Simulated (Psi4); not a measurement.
# N2H (dinitrogen monohydride): UCAM-B3LYP/def2-TZVPPD

Aim: the energy change on altering one bond length of N2H (dinitrogen monohydride) at UCAM-B3LYP/def2-TZVPPD, from 2 runs. 

The results are computed with Psi4 1.11.

### Step 1. The system as given

The species is N2H (3 atoms), meant as a doublet with charge 0. SMILES: `[N]=N`. The shape is that of a PBE0-D4/def2-TZVP optimisation.

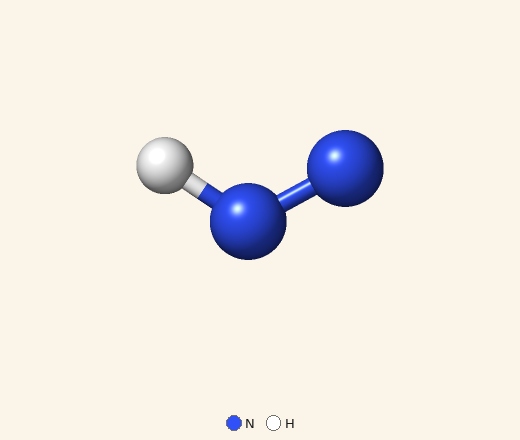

The structure, seen from a chosen angle (nitrogen blue, hydrogen white).

### Step 2. A single-point energy at UCAM-B3LYP/def2-TZVPPD

Input file input.json:

```json
{
  "schema_name": "qcschema_input",
  "schema_version": 1,
  "molecule": {
    "schema_name": "qcschema_molecule",
    "schema_version": 2,
    "symbols": ["N", "N", "H"],
    "geometry": [1.3427071, -1.14653463, 0.61639087, -0.50769382, -0.41141227, -0.32144241, -0.83501328, 1.55794691, -0.29494845],
    "molecular_charge": 0,
    "molecular_multiplicity": 2,
    "fix_symmetry": "c1"
  },
  "driver": "energy",
  "model": {
    "method": "cam-b3lyp",
    "basis": "def2-TZVPPD"
  },
  "keywords": {
    "reference": "uks",
    "puream": true,
    "e_convergence": 1e-09,
    "d_convergence": 1e-08,
    "scf_type": "pk",
    "dft_radial_points": 99,
    "dft_spherical_points": 590,
    "maxiter": 100,
    "scf_properties": ["MULLIKEN_CHARGES", "WIBERG_LOWDIN_INDICES", "LOWDIN_CHARGES"]
  }
}
```

The run is started by

```console
psi4 --qcschema input.json -n 1 --memory 2200MB
```

stdout (excerpt; [...] marks lines left out):

```text
[...]
  Running in c1 symmetry.
[...]
  Nuclear repulsion =   27.719687070139454
[...]
  Multiplicity = 2
[...]
  Nalpha       = 8
  Nbeta        = 7
[...]
    Number of basis functions: 91
[...]
   @UKS iter   1:  -109.96893786921945   -4.89066e-01   4.11529e-03 ADIIS/DIIS
[...]
   @UKS iter  14:  -110.03325753724383   -2.03215e-12   5.76035e-09 DIIS
[...]
   @S^2 Observed:                7.560714685E-01
[...]
    Orbital Energies [Eh]
    ---------------------
    Alpha Occupied:
       1A    -14.480017     2A    -14.471070     3A     -1.169062
       4A     -0.758059     5A     -0.571078     6A     -0.506921
       7A     -0.505157     8A     -0.286207
    Alpha Virtual:
       9A      0.000356    10A      0.046370    11A      0.108634
      12A      0.130399    13A      0.155191    14A      0.185644
      15A      0.242713    16A      0.287741    17A      0.300705
      18A      0.303657    19A      0.332469    20A      0.353868
      21A      0.372149    22A      0.431880    23A      0.435259
      24A      0.462411    25A      0.468158    26A      0.503496
[...]
  @UKS Final Energy:  -110.03325753724383
   => Energetics <=
    Nuclear Repulsion Energy =             27.7196870701394538
    One-Electron Energy =                -203.4034057098380117
    Two-Electron Energy =                  75.9500032895493860
    DFT Exchange-Correlation Energy =     -10.2995421870946622
    Empirical Dispersion Energy =           0.0000000000000000
    VV10 Nonlocal Energy =                  0.0000000000000000
    Total Energy =                       -110.0332575372438271
[...]
 Multipole Moments:
 ------------------------------------------------------------------------------------
     Multipole            Electronic (a.u.)      Nuclear  (a.u.)        Total (a.u.)
 ------------------------------------------------------------------------------------
 L = 1.  Multiply by 2.5417464519 to convert [e a0] to [Debye]
 Dipole X            :          0.3108244           -0.6278990           -0.3170746
 Dipole Y            :         -0.4297338            1.1239941            0.6942603
 Dipole Z            :          0.0000000            0.0000000            0.0000000
 Magnitude           :                                                    0.7632389
[...]
  Mulliken Charges: (a.u.)
   Center  Symbol    Alpha    Beta     Spin     Total
       1     N     3.92917  3.21347  0.71571 -0.14264
       2     N     3.58283  3.46950  0.11333 -0.05233
       3     H     0.48799  0.31703  0.17096  0.19497
   Total alpha =  8.00000, Total beta =  7.00000, Total charge =  0.00000
  Lowdin Charges: (a.u.)
   Center  Symbol    Alpha    Beta     Spin     Total
       1     N     3.78831  3.17075  0.61756  0.04095
       2     N     3.61482  3.33218  0.28264  0.05300
       3     H     0.59687  0.49708  0.09980 -0.09395
[...]
```

The result, in JSON:

```text
{
 "driver": "energy",
 "model": {
  "method": "cam-b3lyp",
  "basis": "def2-TZVPPD"
 },
 "success": true,
 "return_result": -110.03325753724383,
 "properties": {
  "calcinfo_nbasis": 91,
  "calcinfo_nmo": 91,
  "calcinfo_nalpha": 8,
  "calcinfo_nbeta": 7,
  "calcinfo_natom": 3,
  "nuclear_repulsion_energy": 27.719687070139454,
  "return_energy": -110.03325753724383,
  "scf_one_electron_energy": -203.403405709838,
  "scf_two_electron_energy": 75.95000328954939,
  "scf_xc_energy": -10.299542187094662,
  "scf_dipole_moment": [-0.3170745978255153, 0.6942602625267357, 1.0642124898508125e-10],
  "scf_total_energy": -110.03325753724383,
  "scf_iterations": 14
 }
}
```

Wall time 29 s (1 thread of AMD EPYC 7R43 (Zen 3), shared host); peak memory 0.83 GiB.

### Step 3. The distorted shape: energy and gradient at UCAM-B3LYP/def2-TZVPPD

Input file input.in:

```
memory 2200 mb

molecule geom {
  0 2
  N
  N 1 r2
  H 2 r3 1 a3

  r2 = 2.5623
  r3 = 1.056529
  a3 = 117.49315
  symmetry c1
}

set reference uks
set puream true
set e_convergence 1e-09
set d_convergence 1e-08
set scf_type pk
set dft_radial_points 99
set dft_spherical_points 590
set maxiter 100

result, w = gradient('cam-b3lyp/def2-TZVPPD', return_wfn=True)
oeprop(w, 'DIPOLE', 'MULLIKEN_CHARGES', 'QUADRUPOLE', title='CAM-B3LYP')
print_variables()
```

The run is started by

```console
psi4 -n 1 input.in input.out
```

input.out (excerpt; [...] marks lines left out):

```text
[...]
  Running in c1 symmetry.
[...]
  Nuclear repulsion =   14.786656464740974
[...]
  Multiplicity = 2
[...]
  Nalpha       = 8
  Nbeta        = 7
[...]
    Number of basis functions: 91
[...]
   @UKS iter   1:  -108.72634019556629   -2.06776e-01   1.33653e-02 DIIS/ADIIS
[...]
   @UKS iter  18:  -109.80613489401568   -4.49063e-12   4.48527e-09 DIIS
[...]
   @S^2 Observed:                2.665436233E+00
[...]
  @UKS Final Energy:  -109.80613489401568
   => Energetics <=
    Nuclear Repulsion Energy =             14.7866564647409735
    One-Electron Energy =                -178.0688063076502203
    Two-Electron Energy =                  63.6478905039452485
    DFT Exchange-Correlation Energy =     -10.1718755550517059
    Empirical Dispersion Energy =           0.0000000000000000
    VV10 Nonlocal Energy =                  0.0000000000000000
    Total Energy =                       -109.8061348940156847
[...]
  -Total Gradient:
     Atom            X                  Y                   Z
    ------   -----------------  -----------------  -----------------
       1       -0.001645228812     0.004024257239     0.000000000000
       2       -0.007643473633     0.005307951223    -0.000000000007
       3        0.009288892931    -0.009332317922     0.000000000006
[...]
 Multipole Moments:
 ------------------------------------------------------------------------------------
     Multipole            Electronic (a.u.)      Nuclear  (a.u.)        Total (a.u.)
 ------------------------------------------------------------------------------------
 L = 1.  Multiply by 2.5417464519 to convert [e a0] to [Debye]
 Dipole X            :         -0.3347779            0.8482767            0.5134987
 Dipole Y            :          1.2955706           -1.6010344           -0.3054638
 Dipole Z            :         -0.0000000            0.0000000           -0.0000000
 Magnitude           :                                                    0.5974856
 L = 2.  Multiply by 1.3450342976 to convert [e a0^2] to [Debye ang]
 Quadrupole XX       :        -11.4925322            2.9755548           -8.5169774
 Quadrupole XY       :          4.0072777           -5.6160518           -1.6087741
[...]
```

It took 41 s on 1 thread of AMD EPYC 7R43 (Zen 3), shared host; peak memory 0.78 GiB.

### Step 4. Results

Level: UCAM-B3LYP/def2-TZVPPD.

```
                                                         quantity          value
                                        first shape: total energy  -110.03326 Eh
                                       first shape: dipole moment         1.94 D
                  first shape: HOMO energy (highest over α and β)       -7.79 eV
                   first shape: LUMO energy (lowest over α and β)       -0.48 eV
                                                first shape: ⟨S²⟩          0.756
                                    distorted shape: total energy  -109.80613 Eh
                                   distorted shape: dipole moment         1.52 D
              distorted shape: HOMO energy (highest over α and β)      -10.82 eV
               distorted shape: LUMO energy (lowest over α and β)       -1.64 eV
                                            distorted shape: ⟨S²⟩          2.665
                        distorted shape: largest force on an atom     0.677 eV/Å
energy change with the N1–N2 bond stretched from 1.165 to 2.562 Å       6.180 eV
```

In words: With the N1–N2 bond stretched from 1.165 to 2.562 Å the energy rises by 6.18 eV (143 kcal/mol). The first shape isn't relaxed at this level, so the change isn't measured from a minimum. Mulliken charges (first shape) run from -0.14 on N1 to +0.19 on H3; in a basis this large or diffuse they mean little. ⟨S²⟩ (distorted shape) is 2.67 where a pure doublet has 0.75: the reference is spin-contaminated.
